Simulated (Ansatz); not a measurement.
The reference is CsSnI3 in the cubic perovskite structure (space group Pm-3m, No. 221; a = 6.2251 Å). Axes: x, y, z lie along the cube axes.

One thing is altered: biaxial strain +2.73 %, plane normal [001], relaxed out of plane (Cartesian); in-plane vectors clamped, the third vector and the atoms free.

All numbers come from r2SCAN in Ansatz (plane waves to 500 eV, PAW, scalar-relativistic without spin-orbit coupling), earlier PAW set.

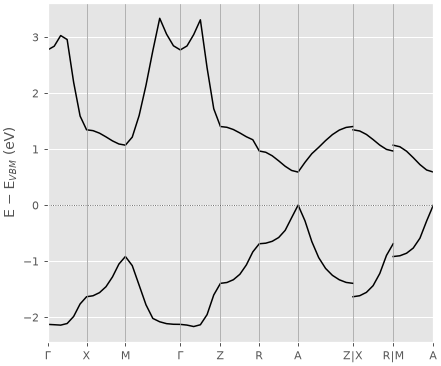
*Highest valence and lowest conduction band along the path of the changed cell's own zone*

### Question
From the figure, how large is the changed gap, and is it direct?

### Answer
About 0.6 eV, direct at A.

With I present, leaving out spin-orbit coupling can change the band edges. No phonon test of stability was made. Many cubic perovskites are stable only at high temperature; tilts and polar distortions were not tested. k-point labels follow each cell's own Brillouin zone.

Ansatz is a quantum-chemistry and plane-wave program.
